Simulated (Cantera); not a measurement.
Input: 1 mol acetone, 1.5 mol H2, held at 720000 Pa.

Method: chemical equilibrium by Gibbs-energy minimisation in Cantera with the NASA 1993 tables (ideal gas, pure condensed phases). Candidate condensed phases: C, C6H6, C7H8, C8H18, H2O; 110 gas species. The feed counts by its element totals alone. Kinetics and transport are ignored.

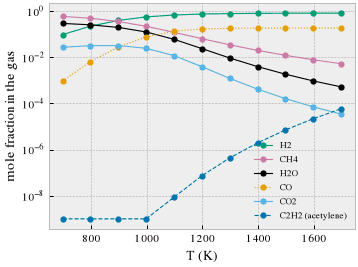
Figure. Equilibrium gas composition (values under 1e-9 drawn at 1e-9)

From 698 K to 1698 K the condensed part is C(graphite). The main C-bearing gas is CH4 at 698 K and CO at 1698 K. The share of C in condensed phases is highest at 1698 K (65.8 %) and lowest at 698 K (41.0 %).
